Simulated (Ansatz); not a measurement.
Cl4FW···H2 (doublet)

Input

```
crystal:
  periodic: [false, false, false]
  atoms:
    - { symbol: W, position_ang: [-0.000157, 0.040159, -0.374969] }
    - { symbol: H, position_ang: [0.000472, -0.358756, 2.524669] }
    - { symbol: Cl, position_ang: [2.330769, -0.066404, -0.283359] }
    - { symbol: Cl, position_ang: [-7.2e-05, 2.190143, 0.328239] }
    - { symbol: Cl, position_ang: [-2.330922, -0.066384, -0.283729] }
    - { symbol: F, position_ang: [-0.000151, -1.577997, 0.462863] }
    - { symbol: Cl, position_ang: [8.2e-05, 0.068768, -2.628508] }
    - { symbol: H, position_ang: [-2.2e-05, 0.310471, 2.764794] }
magnetization:
  spin_polarized: true
  initial_magnetization: 1
basis:
  gaussian: { orbitals: def2-SVP }
hamiltonian:
  xc: hf
relax:
  f_tol: 0.03
  max_steps: 50
output:
  orbitals: {}
```

Run with:

```sh
ansatz run input.yaml --threads 4 --pin off --max-ram 5120MiB --backend cpu --events-out ev --progress --plain --runs-dir out
```

The fields are those of the run's last geometry, not of the input's.

Core potentials replace the inner electrons of W.

These are results of UHF/def2-SVP (Ansatz 0.2.0), not measurements.

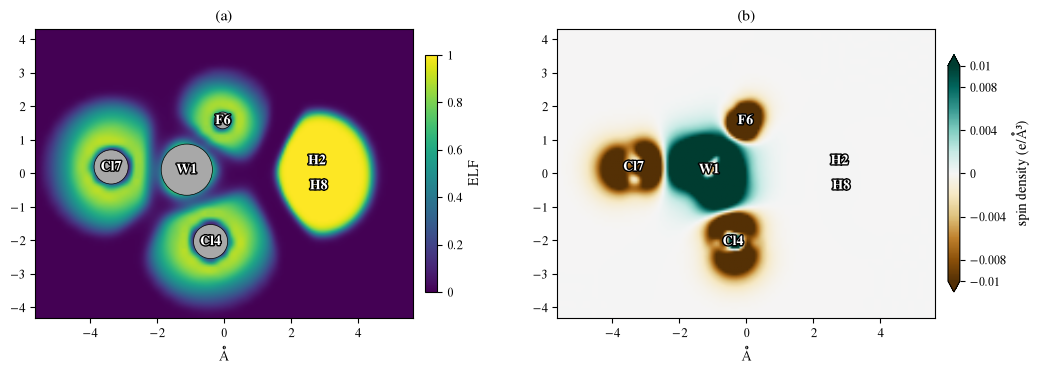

Figure 1. (a) electron localisation function; (b) spin density on the plane of atoms F6, W1 and Cl7. Grey discs cover the atomic cores in the ELF map.

Interpret the plot.

Answer.
- Atoms in the plane: W, H, Cl and F.
- W1···H2 (3.88 Å): the ELF dips to about 0 between them (a non-bonded, intermolecular contact).
- W–F (1.82 Å): the ELF peaks at about 0.80 in the valence shell of F, 0.5 Å from its nucleus, and drops to about 0.25 between the two atoms.
- W–Cl (2.26 Å): the ELF peaks at about 0.85 in the valence shell of Cl, 0.9 Å from its nucleus, and is about 0.45 at the midpoint.
- H–H (0.75 Å): the ELF is about 1 at the midpoint.
- The unpaired spin (1 electron) lies mostly on W1 (about 0.9), in electrons by Hirshfeld's partition.

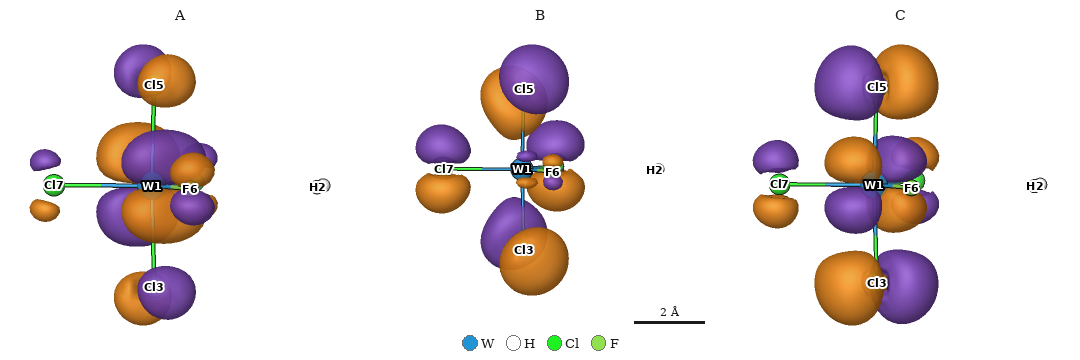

Figure 2. Three frontier orbitals at ±0.1 Å⁻³ᐟ² (orange and purple are the two phases), in no order.

Order the three orbitals by energy and name them. All are α orbitals.

Answer. B is the HOMO−1 (α) (−12.67 eV). It lies mainly on Cl3 (about 35 %), Cl5 (about 35 %), Cl4 (about 15 %) and Cl7 (about 15 %); largely a combination of lone pairs on Cl3, Cl5, Cl4 and Cl7. C is the HOMO (α) (−11.62 eV). It lies mainly on W1 (about 35 %), Cl3 (about 25 %) and Cl5 (about 25 %). A is the LUMO (α) (−1.58 eV). It lies mainly on W1 (about 70 %), Cl3 (about 10 %) and Cl5 (about 10 %).

What is the gap between the highest occupied and lowest empty α orbitals?

Answer. 10.04 eV between the orbital energies.

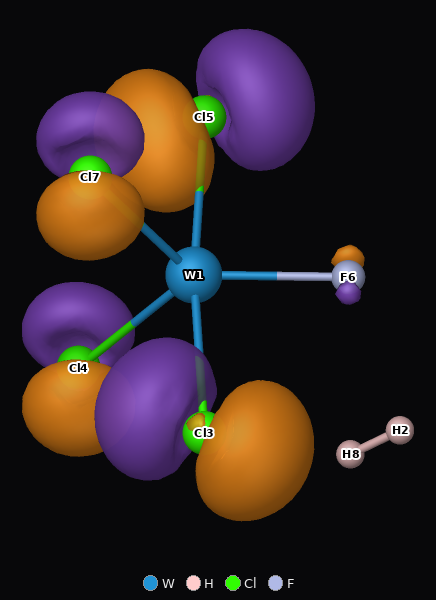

Figure 3. The HOMO−1 (α) at ±0.15 Å⁻³ᐟ² (orange and purple are the two phases), seen at an oblique angle.

What is the character of this orbital?

Answer. It lies mainly on Cl3 (about 35 %), Cl5 (about 35 %), Cl4 (about 15 %) and Cl7 (about 15 %); largely a combination of lone pairs on Cl3, Cl5, Cl4 and Cl7. Its energy is −12.67 eV.
